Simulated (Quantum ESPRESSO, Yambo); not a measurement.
# Quasiparticle gap of LiF (Griceite) in Yambo, part 2 of 2

How does a plane-wave GW calculation on LiF (Griceite) run from the first input to the gap?

Quantum ESPRESSO 7.5 and Yambo 5.3.0; PBE and many-body steps on it, plane waves. Known limits of the many-body steps: not at the basis limit.

So far. Step 3 (Bands along the symmetry lines): The gap is 9.114 eV, −0.001 eV from the run before at this level. Step 4 (Empty states on the mesh, 6×6×6 mesh, 73 bands): On this mesh the gap is 9.115 eV.

### Step 5. Conversion and set-up

This step: Yambo 5.3.0; conversion and set-up on PBE, plane waves, norm-conserving pseudopotentials.

The states are converted to the many-body program's format and the q mesh is built.

Launch:

```console
> (cd o/x.save; p2y > p2y.log; mv SAVE ../..); yambo > setup.log
```

What it wrote:

```text
 Yambo, version 5.3.0

 [02] CORE Variables Setup
 =========================

  [02.01] Unit cells
  ==================

  Cell kind             :  FCC
  Atoms in the cell     :  Li  F
  number of Li atoms    :  1
  number of F  atoms    :  1

  List of atomic masses
  Mass of Li    :  6.940000
  Mass of F     :  18.99800

  List of atomic coordinates    : [cc]
  Li1       :  0.000000  0.000000  0.000000  order 1
  F1       :  3.805908  3.805908  3.805908  order 2

  Alat factors          :  3.805908  3.805908  3.805908 [a.u.]
  Direct lattice volume :  110.2567 [a.u.]
  Direct lattice vectors:  A[ 1 ]  A[ 2 ]  A[ 3 ]
   A[ 1 ]:  0.000000  1.000000  1.000000  [iru]
   0.000000  3.805908  3.805908  [cc]
   A[ 2 ]:  1.000000  0.000000  1.000000  [iru]
   3.805908  0.000000  3.805908  [cc]
   A[ 3 ]:  1.000000  1.000000 -0.000000  [iru]
   3.805908  3.805908 -0.000000  [cc]

  Recip. lattice volume :  2.249752 [a.u.]
  Recip. lattice vectors:  B[ 1 ]  B[ 2 ]  B[ 3 ]
   B[ 1 ]: -0.500000  0.500000  0.500000  [iku]
  -0.825451  0.825451  0.825451  [cc]
   B[ 2 ]:  0.500000 -0.500000  0.500000  [iku]
   0.825451 -0.825451  0.825451  [cc]
   B[ 3 ]:  0.500000  0.500000 -0.500000  [iku]
   0.825451  0.825451 -0.825451  [cc]

  [02.02] Symmetries
  ==================

  Inversion symmetry    : yes
  Spatial inversion     : yes
  Inversion index       :  25
  K-space Time-reversal : no
  Magnetic symmetries   : no
  Group table correct   : yes
  Symmetries units      :  [cc]

   [S  1]:   1.0000     -0.12918E-16 -0.12918E-16 -0.12918E-16   1.0000      0.12918E-16  0.12918E-16  0.12918E-16   1.0000
   [S  2]:  -1.0000      0.12918E-16 -0.12918E-16  0.12918E-16  -1.0000      0.12918E-16 -0.12918E-16 -0.12918E-16   1.0000
   [S  3]:  -1.0000     -0.12918E-16  0.12918E-16  0.12918E-16   1.0000     -0.12918E-16 -0.12918E-16  0.12918E-16  -1.0000
[...]
[... 36 further rows ...]
   [S 47]: -0.12918E-16   1.0000      0.12918E-16  0.12918E-16 -0.12918E-16  -1.0000       1.0000      0.12918E-16 -0.12918E-16
   [S 48]: -0.12918E-16  -1.0000     -0.12918E-16  0.12918E-16  0.12918E-16   1.0000       1.0000     -0.12918E-16  0.12918E-16

  [02.03] Reciprocal space
  ========================

  nG shells         :  143
  nG charge         :   9185
  nG WFs            :  1615
  nC WFs            :  1158
  G-vecs. in first 14 shells:  [ Number ]
     1    9   15   27   51   59   65   89  113
   137  169  181  229  259
  ...
  Shell energy in first 14 shells:  [ mHa ]
    0.00000      1022.06      1362.74      2725.48      3747.54      4088.22      5450.96      6473.02      6813.70
    8176.44      9198.50      10901.9      11924.0      12264.7
  ...

  [02.04] K-grid lattice
  ======================

  Compatible Grid is   : 3D
  Base K vectors       :  K_min[ 1 ]  K_min[ 2 ]  K_min[ 3 ]
  K_min[ 1 ] : -0.16667     -0.95620E-19 -0.46418E-18 [rlu]
[...]
WF components:  1142

  [02.05] Energies & Occupations
  ==============================

  [X] === General ===
  [X] Electronic Temperature                        :  0.000000  0.000000 [eV K]
  [X] Bosonic    Temperature                        :  0.000000  0.000000 [eV K]
  [X] Finite Temperature mode                       : no
  [X] El. density                                   :  0.61206E+24 [cm-3]
  [X] Fermi Level                                   :  0.906508 [eV]

  [X] === Gaps and Widths ===
  [X] Conduction Band Min                           :  9.114627 [eV]
  [X] Valence Band Max                              :  0.000000 [eV]
  [X] Filled Bands                                  :   5
  [X] Empty Bands                                   :    6   73
  [X] Direct Gap                                    :  9.114627 [eV]
  [X] Direct Gap localized at k                     :  1
  [X] Indirect Gap                                  :  9.114627 [eV]
  [X] Indirect Gap between kpts                     :  1  1
  [X] Last valence band width                       :  0.989798 [eV]
  [X] 1st conduction band width                     :  5.782385 [eV]

  E @ K [ 1]:  [eV]
   -40.844      -19.895     -0.12003E-09 -0.36052E-10   0.0000       9.1146       23.991       23.991
   23.99086  24.40597  24.40597  24.40597  27.37798  31.57670  31.57670  44.93489
  occ @ K [ 1]
   2.000000  2.000000  2.000000  2.000000  2.000000  0.000000  0.000000  0.000000
[...]
E @ K [ 2]:  [eV]
[...]
occ @ K [ 2]
[...]
E @ K [ 3]:  [eV]
[...]
occ @ K [ 3]
[...]
E @ K [ 8]:  [eV]
[...]
occ @ K [ 8]
[...]
E @ K [ 9]:  [eV]
[...]
occ @ K [ 9]
[...]
E @ K [10]:  [eV]
[...]
occ @ K [10]
[...]
E @ K [11]:  [eV]
[...]
occ @ K [11]
[...]
E @ K [12]:  [eV]
[...]
occ @ K [12]
[...]
E @ K [13]:  [eV]
[...]
occ @ K [13]
[...]
E @ K [14]:  [eV]
[...]
occ @ K [14]
[...]
E @ K [15]:  [eV]
[...]
occ @ K [15]
[...]
E @ K [16]:  [eV]
[...]
occ @ K [16]
   2.000000  2.000000  2.000000  2.000000  2.000000  0.000000  0.000000  0.000000
   0.000000  0.000000  0.000000  0.000000  0.000000  0.000000  0.000000  0.000000

 [03] Transferred momenta grid and indexing
 ==========================================

 IBZ Q-points                                      :  16
 BZ  Q-points                                      :  216

 K/Q-points units:
 rlu = crystal or reduced units; cc = cartesian coordinates; iku = interal k-units

 Q [ 1]         [rlu]:  0.000000  0.000000  0.000000
 Q [ 2]         [rlu]: -0.30302E-17 -0.30302E-17  0.16667
 Q [ 3]         [rlu]: -0.60604E-17 -0.60604E-17  0.33333
[...]
Q [ 8]         [rlu]:  0.17894E-16  0.16667     -0.33333
 Q [ 9]         [rlu]:  0.19124E-18  0.16667     -0.16667
 Q [10]         [rlu]:  0.14742E-17  0.33333      0.33333
     [... 4 further rows ...]
 Q [15]         [rlu]:  0.166667  0.333333 -0.333333
 Q [16]         [rlu]:  0.166667 -0.500000 -0.333333

  [03.01] X indexes
  =================

   [03.01.01] Sigma indexes
   ========================

 [06] Game Over & Game summary
```

Wall time 1.9 s (1 MPI rank of Arm Neoverse V1, shared host); peak memory 0.24 GiB.

### Step 6. Screening and self-energy, 6×6×6 mesh, 73 bands, screening to 210.9 eV

Now the one-shot GW correction: screening in the RPA, then the self-energy of the levels asked for.

This step: G0W0 on PBE, plane waves, norm-conserving pseudopotentials.

gw1.in

```
HF_and_locXC
gw0
dyson
ppa
em1d
rim_cut
RandQpts= 1000000
RandGvec= 1 RL
EXXRLvcs= 72 Ry
VXCRLvcs= 288 Ry
Chimod= "HARTREE"
% BndsRnXp
 1 | 73 |
%
NGsBlkXp= 15.5 Ry
% LongDrXp
 1 | 1 | 1 |
%
% GbndRnge
 1 | 73 |
%
DysSolver= "n"
ExtendOut
PPAPntXp= 27.21138 eV
% QPkrange
 1 | 1 | 4 | 7 |
%
```

Launch:

```console
> OMP_NUM_THREADS=1 mpirun -n 4 yambo -F gw1.in -J gw1 -C gw1 > gw1.log
```

What it wrote:

```text
 Yambo, version 5.3.0

 [02] CORE Variables Setup
 =========================

  [... cell, symmetries and grids as in the set-up ...]

  [02.05] Energies & Occupations
  ==============================

  [X] === General ===
  [X] Electronic Temperature                        :  0.000000  0.000000 [eV K]
  [X] Bosonic    Temperature                        :  0.000000  0.000000 [eV K]
  [X] Finite Temperature mode                       : no
  [X] El. density                                   :  0.61206E+24 [cm-3]
  [X] Fermi Level                                   :  0.906508 [eV]

  [X] === Gaps and Widths ===
  [X] Conduction Band Min                           :  9.114627 [eV]
  [X] Valence Band Max                              :  0.000000 [eV]
  [X] Filled Bands                                  :   5
  [X] Empty Bands                                   :    6   73
  [X] Direct Gap                                    :  9.114627 [eV]
  [X] Direct Gap localized at k                     :  1
  [X] Indirect Gap                                  :  9.114627 [eV]
  [X] Indirect Gap between kpts                     :  1  1
  [X] Last valence band width                       :  0.989798 [eV]
  [X] 1st conduction band width                     :  5.782385 [eV]

 [03] Transferred momenta grid and indexing
 ==========================================

 IBZ Q-points                                      :  16
 BZ  Q-points                                      :  216

 K/Q-points units:
 rlu = crystal or reduced units; cc = cartesian coordinates; iku = interal k-units

 Q [ 1]         [rlu]:  0.000000  0.000000  0.000000
 Q [ 2]         [rlu]: -0.30302E-17 -0.30302E-17  0.16667
 Q [ 3]         [rlu]: -0.60604E-17 -0.60604E-17  0.33333
 Q [ 4]         [rlu]:  0.17894E-16  0.17894E-16 -0.50000
 Q [ 5]         [rlu]: -0.16075E-16  0.16667      0.16667
 Q [ 6]         [rlu]: -0.30302E-17  0.16667      0.33333
 Q [ 7]         [rlu]:  0.35024E-16  0.16667      0.50000
 Q [ 8]         [rlu]:  0.17894E-16  0.16667     -0.33333
 Q [ 9]         [rlu]:  0.19124E-18  0.16667     -0.16667
 Q [10]         [rlu]:  0.14742E-17  0.33333      0.33333
     [... 4 further rows ...]
 Q [15]         [rlu]:  0.166667  0.333333 -0.333333
 Q [16]         [rlu]:  0.166667 -0.500000 -0.333333

 [04] Coloumb potential Random Integration (RIM)
 ===============================================

  [04.01] RIM initialization
  ==========================

  * Diagonal components only detected *

  8 x (sBL volume)        :  0.083324 [a.u.]
  sBZ random points       :  1000000
  Points outside the sBZ  :   7968281
  RL volume               :  2.249752 [a.u.]
  Integrated volume       :  2.258707 [a.u.]

  [04.02] RIM integrals
  =====================

  Gamma point sphere radius             :  0.079227 [a.u.]
  Points outside the sphere             :   800476
  [Int_sBZ(q=0) 1/q^2]*(Vol_sBZ)^(-1/3) =:  7.776341
                                 should be <:  7.795600

  Summary of Coulomb integrals for non-metallic bands |Q|[au] RIM/Bare

  Q [1] 0.100000E-4 0.997530 * Q [2] 0.238287 1.068455
  Q [5] 0.275150 1.068048 * Q [9] 0.389122 1.030576
  Q [6] 0.456285 1.023062 * Q [3] 0.476575 1.020347
  Q [10] 0.550301 1.017473 * Q [8] 0.599677 1.014899
  Q [14] 0.615255 1.014291 * Q [7] 0.673978 1.012332
  Q [11] 0.714862 1.011668 * Q [4] 0.714862 1.011475
  Q [12] 0.778243 1.010572 * Q [15] 0.813906 1.009976
  Q [13] 0.825451 1.009456 * Q [16] 0.870102 1.008801

 [05] Dipoles
 ============

  [05.01] Setup: observables and procedures
  =========================================

 [06] Dynamic Dielectric Matrix (PPA)
 ====================================

 [WR./gw1//ndb.pp]---------------------------------------------------------------
  Brillouin Zone Q/K grids (IBZ/BZ)                :   16  216   16  216
  RL vectors                                       :  1639 [WF]
  Coulomb cutoff potential                         : none
  Electronic Temperature                           :  0.000000 [K]
  Bosonic    Temperature                           :  0.000000 [K]
  PPA    diel. fun.  energies                      : Perdew, Burke & Ernzerhof(X)+Perdew, Burke & Ernzerhof(C)
  wavefunctions                                    : Perdew, Burke & Ernzerhof(X)+Perdew, Burke & Ernzerhof(C)
  Global Gauge                                     : length
  X matrix size                                    :  137
  X band range                                     :    1   73
  X e/h energy range                               : -1.000000 -1.000000 [eV]
  X Time ordering                                  : R
  X Hxc Kernel                                     : HARTREE
  X Drude frequency                                :  0.000000  0.000000
  X poles                                          :  100.0000 [o/o]
  RL vectors in the sum                            :  1639
  [r,Vnl] included                                 : yes
  Field direction                                  :  0.577350E-5  0.577350E-5  0.577350E-5
  BZ energy Double Grid                            : no
  BZ energy DbGd points                            : 0
  BZ Q point size factor                           : -1.000000
  X Optical Averaged directions                    : none

 [07] Local Exchange-Correlation + Non-Local Fock
 ================================================

 [VXC] Plane waves :   9185
 [EXS] Plane waves :  1211

 QP @ state[ 1 ] K range:  1  1
 QP @ state[ 1 ] b range:   4   7

 [xc] Functional : Perdew, Burke & Ernzerhof(X)+Perdew, Burke & Ernzerhof(C)
 [xc] LIBXC used to calculate xc functional
  PP Number of Atomic Species                      :  2
  NLCC RL compoments                               :   9185
  PP Number of Atomic Species                      :  2
  NLCC RL compoments                               :   9185

 [xc] E_xc :  -6.404321 [Ha]
      E_xc :  -12.80864 [Ry]

  Local XC kind (lXC) : Perdew, Burke & Ernzerhof(X)+Perdew, Burke & Ernzerhof(C)
  Non-Local XC kind (nlXC) : Hartree-Fock

  Corrections @ K [1] :  [eV]
 <4|nlXC|4> = -30.70286  0.23948E-16 <4|lXC|4> = -23.05350 -0.18882E-15
 <5|nlXC|5> = -30.70275  0.38867E-16 <5|lXC|5> = -23.05350  0.79540E-21
 <6|nlXC|6> = -6.620590 -0.34957E-18 <6|lXC|6> = -11.45039 -0.18878E-15
 <7|nlXC|7> = -3.082068 -0.16334E-18 <7|lXC|7> = -10.01124  0.93648E-19

 [08] Dyson equation: Newton solver
 ==================================

  [08.01] G0W0 (W PPA)
  ====================

  [  GW  ] Bands range     :    1   73
  [GW/PPA] G damping       :  0.100000 [eV]

  QP @ state[ 1 ] K range:  1  1
  QP @ state[ 1 ] b range:   4   7

   Sc/G bands                                       :    1   73
   Sc/G damping                                     :  0.100000 ev
   Sc bands terminator                              : no
   Sx RL components                                 :  1211

   QP @ state[ 1 ] K range                          :  1  1
   QP @ state[ 1 ] b range                          :   4   7
   GF energies kind                                 : Perdew, Burke & Ernzerhof(X)+Perdew, Burke & Ernzerhof(C)
   GF WF`s kind                                     : Perdew, Burke & Ernzerhof(X)+Perdew, Burke & Ernzerhof(C)
   Xs energies kind                                 : Perdew, Burke & Ernzerhof(X)+Perdew, Burke & Ernzerhof(C)
   Xs WF`s kind                                     : Perdew, Burke & Ernzerhof(X)+Perdew, Burke & Ernzerhof(C)

 [11] Game Over & Game summary
```

Elapsed: 60 s, on 4 MPI ranks; peak memory 1.2 GiB.

Numbers from this step:

- G0W0 gap on the points computed: 13.31 eV
- starting gap on the mesh: 9.115 eV
- k of the valence top: 0, 0, 0
- k of the conduction bottom: 0, 0, 0
- least direct G0W0 gap on the computed points: 13.31 eV
- Z at the valence top: 0.8273
- Z at the conduction bottom: 0.8908

The gap on the mesh goes from 9.11 eV to 13.31 eV, a correction of +4.19 eV.

Limits: finite bands, cutoff and mesh. v1 is the top filled band, c1 the lowest empty one. The levels before and after the correction (eV, zero at the valence-band top of each column):

|  | conduction bottom | valence top |
| --- | --- | --- |
| Kohn-Sham | 9.11 | 0.00 |
| G0W0 | 13.31 | 0.00 |

|  | level | energy (eV) |
| --- | --- | --- |
| Kohn-Sham | Γ v2-v1 | 0.000 |
| Kohn-Sham | Γ c1 | 9.115 |
| Kohn-Sham | Γ c2 | 23.991 |
| G0W0 | Γ v2-v1 | 0.000 |
| G0W0 | Γ c1 | 13.308 |
| G0W0 | Γ c2 | 29.097 |

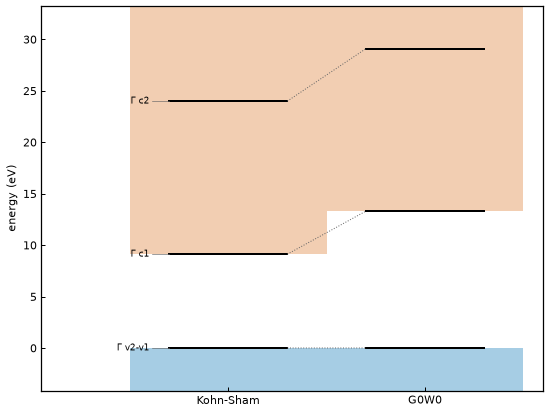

Levels before and after the correction. Shaded: valence and conduction bands.

### Step 7. Where the time went

Times are wall times on the hardware named with each run, good to a factor of about two.

| step | time | share | memory (GiB) |
| --- | --- | --- | --- |
| ground state | 2.1 s | 3 % | 0.19 |
| bands along the symmetry lines | 1.4 s | 2 % | 0.05 |
| empty states on the mesh | 2.6 s | 4 % | 0.2 |
| conversion and set-up | 1.9 s | 3 % | 0.24 |
| screening and self-energy | 60 s | 88 % | 1.2 |

### Step 8. What came out

```yaml
pbe_gap: 9.11 eV, indirect (only 1 meV under the direct gap)
g0w0_gap_on_the_mesh: 13.31 eV
gw_settings: 6×6×6 mesh, 73 bands, screening to 210.9 eV, Godby-Needs plasmon pole
known_limits: not at the basis limit
```

G0W0 moves the gap on the mesh from 9.11 eV to 13.31 eV (+4.19 eV), with Z of 0.83 and 0.89 at the edges. Only 1 of the mesh's irreducible points was corrected, so a valley elsewhere could overtake. The dearest step here is «screening and self-energy». Bands and cutoff are finite, so the gap is not at the basis limit. The miss can reach some tenths of an eV and take either sign; the mesh is an error of its own. In the G0W0 run levels were corrected at 1 k point alone, so a gap called «on the mesh» is the least over those, and an edge elsewhere would be missed.

[Paths, hosts, dates, memory and timing lines, banners, echoed tables and standing remarks are left out of the program output.]

[Logs are printed without paths, hosts, clocks, repeated set-up lines and the standing remarks that a program may print on its own settings, such as how far it seeks lower states.]

[Runs of the session that timed out or met a known fault of the program may be left out.]

[Hosts, paths, dates, database ids (printed as entryN), source tags and the programs' standing remarks are cut or masked in the printed files.]
